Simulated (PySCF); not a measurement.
## What a change does: excited-state calculation on AsH3

System: AsH3 (Arsine), SMILES [AsH3].
Method of run 1: TDDFT HF/def2-SVPD, vertical, gas phase, core orbitals frozen in the response (PySCF 2.14.0).

The geometry comes from this level: PBE0-D3(BJ)/def2-SVP. Text and figures count atoms from 1; the logs count them from 0 in places.

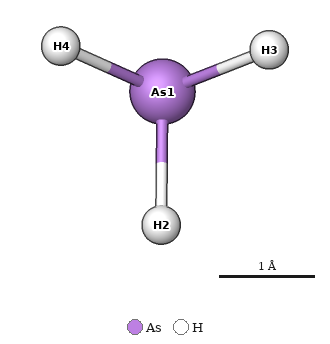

The structure as given in the input (ball-and-stick view, seen at a tilt; atoms are numbered from 1 in the order of the input). Bond lengths as drawn: As–H 1.52 to 1.53 Å.

## Input file, run 1
```
{"job": {"kind": "uv", "xc": "HF", "basis": "def2-SVPD", "ip": true}, "charge": 0, "multiplicity": 1}
As     0.037315    -0.038134     0.617511
H     -0.715955    -1.043446    -0.246865
H     -0.500254     1.139167    -0.189432
H      1.282654    -0.138477    -0.257395
```

The first line tells a small driver script what to run in PySCF; the rest is the geometry in Å.

Launched with:
```bash
OMP_NUM_THREADS=1 python <driver script> task.json out
```

Hardware: 1 CPU thread, shared host.

## Output (run 1)
```
final grid: 29192 points
cycle   1  E = -2235.6393193434  dE = -1.026e+00  |g| = 1.484e-01  |ddm| = 1.801e+00
cycle   2  E = -2235.6507034604  dE = -1.138e-02  |g| = 4.651e-02  |ddm| = 2.553e-01
cycle   3  E = -2235.6518639625  dE = -1.161e-03  |g| = 1.838e-02  |ddm| = 1.584e-01
cycle   4  E = -2235.6520281148  dE = -1.642e-04  |g| = 4.607e-03  |ddm| = 5.452e-02
cycle   5  E = -2235.6520407878  dE = -1.267e-05  |g| = 1.179e-03  |ddm| = 1.091e-02
cycle   6  E = -2235.6520420538  dE = -1.266e-06  |g| = 1.756e-04  |ddm| = 5.211e-03
cycle   7  E = -2235.6520420740  dE = -2.024e-08  |g| = 2.938e-05  |ddm| = 6.941e-04
cycle   8  E = -2235.6520420744  dE = -4.266e-10  |g| = 3.672e-06  |ddm| = 1.045e-04
converged SCF energy = -2235.6520420744

Static polarisability (au): isotropic 34.017, principal 34.000 34.008 34.043

Singlet excitations
state   eV       nm        f      main configurations
  1   7.4554    166.3   0.11191   H->L+1 0.85
  2   7.4557    166.3   0.11190   H->L+2 0.85
  3   7.4782    165.8   0.18850   H->L 0.97
  4   9.9866    124.2   0.00000   H-1->L+2 0.45, H-2->L+1 0.45
  5  10.0488    123.4   0.00768   H->L+3 0.82
  6  10.0492    123.4   0.00779   H->L+4 0.82
  7  10.2767    120.6   0.10001   H->L+5 0.79, H-1->L+1 0.10, H-2->L+2 0.10
  8  10.3700    119.6   0.36378   H-1->L 0.84
  9  10.3705    119.6   0.36275   H-2->L 0.84
 10  10.7672    115.1   0.29872   H-1->L+1 0.29, H-2->L+2 0.29, H-2->L+1 0.13

Triplet excitations (Tamm-Dancoff, eV): 5.6175 5.6182 6.8026 8.1694
Vertical ionisation energy (delta-SCF) = 9.4119 eV
```

For run 2 the input was changed thus:
```diff
-"xc": "HF"
+"xc": "PBE0"
```

Predict how the results change.

The total energies belong to different methods, so their difference says nothing on which is more stable or more accurate. The HOMO goes from −10.35 to −7.79 eV. The LUMO goes from 2.61 to 0.47 eV. The lowest excitation goes from 7.46 to 6.92 eV. The strongest computed line goes from 10.37 to 10.10 eV. The method changes from HF to PBE0. The SCF takes 9 iterations against 8.

## Output (run 2)
```
coarse grid: 14752 points
cycle   1  E = -2237.1056489907  dE = -9.054e-01  |g| = 1.667e-01  |ddm| = 1.876e+00
cycle   2  E = -2237.1078907479  dE = -2.242e-03  |g| = 1.113e-01  |ddm| = 4.180e-01
cycle   3  E = -2237.1091588085  dE = -1.268e-03  |g| = 5.619e-03  |ddm| = 8.911e-02
cycle   4  E = -2237.1091650294  dE = -6.221e-06  |g| = 2.811e-03  |ddm| = 1.959e-02
final grid: 29192 points
cycle   5  E = -2237.1091765958  dE = -3.390e-07  |g| = 3.191e-03  |ddm| = 1.013e-02
cycle   6  E = -2237.1091765601  dE =  3.572e-08  |g| = 3.506e-03  |ddm| = 9.957e-03
cycle   7  E = -2237.1091780688  dE = -1.509e-06  |g| = 9.227e-05  |ddm| = 4.662e-03
cycle   8  E = -2237.1091780719  dE = -3.118e-09  |g| = 2.144e-06  |ddm| = 2.484e-04
cycle   9  E = -2237.1091780719  dE = -3.638e-12  |g| = 7.096e-07  |ddm| = 1.004e-05
converged SCF energy = -2237.1091780719

Static polarisability (au): isotropic 34.836, principal 34.554 34.562 35.393

Singlet excitations
state   eV       nm        f      main configurations
  1   6.9244    179.1   0.15313   H->L 0.99
  2   7.1838    172.6   0.07317   H->L+1 0.91
  3   7.1843    172.6   0.07314   H->L+2 0.91
  4   9.0740    136.6   0.00000   H-2->L+1 0.46, H-1->L+2 0.46
  5   9.3571    132.5   0.07820   H-2->L 0.46, H-1->L 0.28
  6   9.3579    132.5   0.07857   H-1->L 0.45, H-2->L 0.28
  7   9.4768    130.8   0.00542   H->L+3 0.69, H-1->L 0.12
  8   9.4772    130.8   0.00542   H->L+4 0.69, H-2->L 0.12
  9   9.6102    129.0   0.03417   H->L+5 0.67, H-1->L+1 0.15, H-2->L+2 0.15
 10  10.1017    122.7   0.50133   H->L+3 0.18, H-1->L+1 0.18, H-2->L+2 0.18

Triplet excitations (Tamm-Dancoff, eV): 5.8161 5.8168 6.4841 7.9357
Vertical ionisation energy (delta-SCF) = 10.3842 eV
```

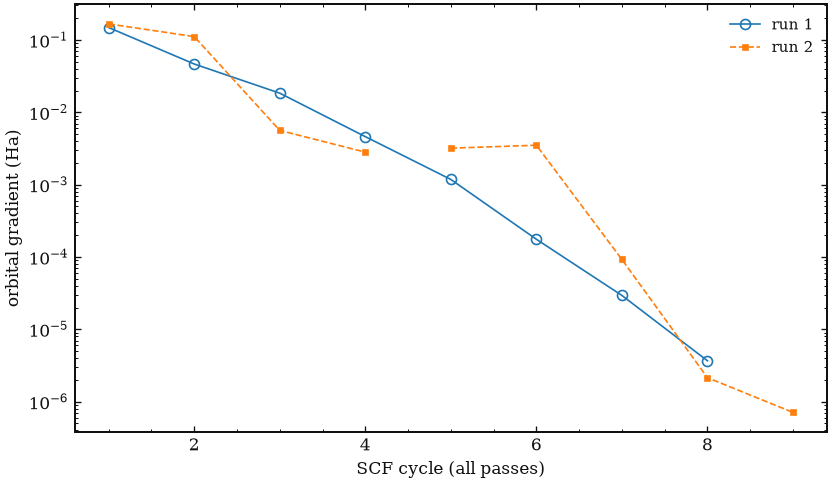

Convergence of the two runs: orbital gradient against the SCF cycle. A break in a curve parts two SCF passes (coarse and final grid). Run 1 takes 8 cycles in all, and run 2 takes 9.

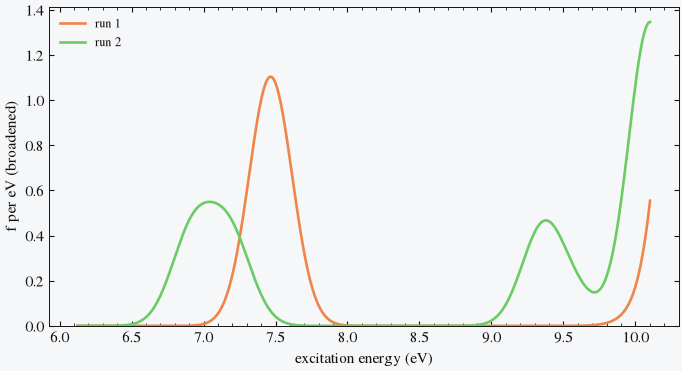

Absorption of the two runs from their computed states, each broadened by a Gaussian of 0.35 eV full width; the range ends where the shorter list of states ends.

## The two runs side by side

| quantity | run 1 | run 2 |
| --- | --- | --- |
| outcome | converged | converged |
| total energy (hartree) | −2235.652042 | −2237.109178 |
| HOMO (eV) | −10.35 | −7.79 |
| LUMO (eV) | 2.61 | 0.47 |
| dipole moment (D) | 0.37 | 0.34 |
| lowest excitation (eV) | 7.46 | 6.92 |
| SCF iterations | 8 | 9 |
| strongest computed line (eV) | 10.37 | 10.10 |
| basis functions | 62 | 62 |
| wall time (shared host) | 0.96 s | 3.7 s |

For both runs: Spin–orbit coupling is left out, which matters for the heavy atoms.
